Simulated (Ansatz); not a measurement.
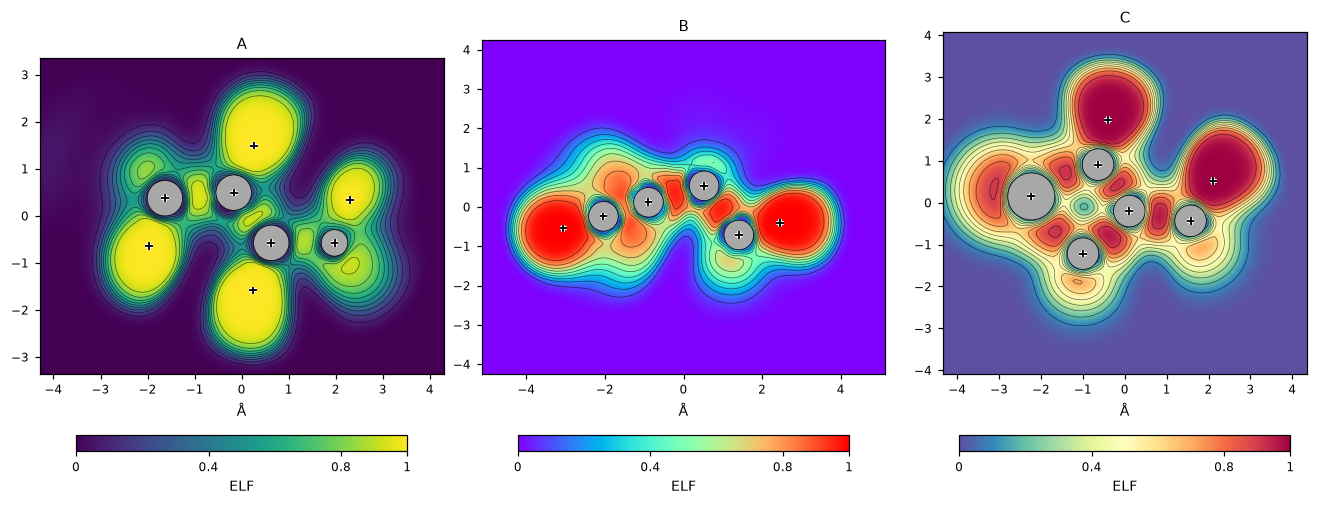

The electron localisation function of 3 systems, each on a plane through atoms (crosses mark nuclei in the plane; grey discs cover the cores).

Theory: RKS PBE0-D4/def2-TZVPP in Ansatz 0.2.0.

System 1: C4H8N2, the plane of atoms C2, C3 and C4. Geometry: PBE0-D4/def2-TZVP.

```xyz
14

C     0.5523    1.2953   -2.0617
C     0.3067    0.5906   -1.1210
C    -0.0397   -0.2509    0.0421
C    -0.1258    0.6380    1.2851
N    -1.3162   -0.9317   -0.1163
N     0.9561   -1.3079    0.1375
H     0.7712    1.9105   -2.9022
H    -0.8932    1.4074    1.1706
H     0.8290    1.1354    1.4620
H    -0.3785    0.0156    2.1459
H    -2.0616   -0.2579   -0.2418
H    -1.2752   -1.5104   -0.9475
H     1.8869   -0.9153    0.1996
H     0.7747   -1.8478    0.9764
```

System 2: C3H5IO (SMILES OC=CCI), the plane of atoms O1, C2 and C3. Geometry: PBE0-D4/def2-TZVP; core potentials replace the inner electrons of I.

```yaml
atoms:
  - { symbol: O, position_ang: [-0.4663, 0.6737, 2.2371] }
  - { symbol: C, position_ang: [0.1766, 0.2608, 1.1306] }
  - { symbol: C, position_ang: [-0.3781, -0.1067, -0.0244] }
  - { symbol: C, position_ang: [0.4241, -0.5479, -1.1686] }
  - { symbol: I, position_ang: [0.4401, 0.9181, -2.7943] }
  - { symbol: H, position_ang: [-1.4151, 0.6920, 2.0720] }
  - { symbol: H, position_ang: [1.2516, 0.2541, 1.2796] }
  - { symbol: H, position_ang: [-1.4582, -0.0712, -0.1451] }
  - { symbol: H, position_ang: [0.0344, -1.4355, -1.6599] }
  - { symbol: H, position_ang: [1.4741, -0.6887, -0.9241] }
```

System 3: C4H6S (SMILES CC1=CSC1), the plane of atoms C3, C2 and C5. Geometry: PBE0-D4/def2-TZVP.

```xyz
11

C    -1.3447    0.4430    0.3642
C     0.0218   -0.0833    0.1437
C     0.8398   -0.8349    0.8882
S     2.2057   -0.9141   -0.2283
C     0.9093    0.1005   -1.0542
H    -1.3627    1.5372    0.3240
H    -1.7272    0.1343    1.3388
H    -2.0397    0.0837   -0.4020
H     0.7569   -1.2850    1.8690
H     1.2475    1.1212   -1.2428
H     0.5586   -0.3595   -1.9800
```

Question: Match each panel to its system.

Answer: Panel A is system 2, C3H5IO: the plane holds O, C and H. C–C (1.33 Å): the ELF peaks at about 0.95 between the atoms; a multiple bond. Panel B is system 1, C4H8N2: the plane holds C and H. C–C (1.20 Å): the ELF peaks at about 0.85 between the atoms: a short, multiple covalent bond. Panel C is system 3, C4H6S: the plane holds C, S and H. C–C (1.34 Å): the ELF peaks at about 0.90 between the atoms; a multiple bond.
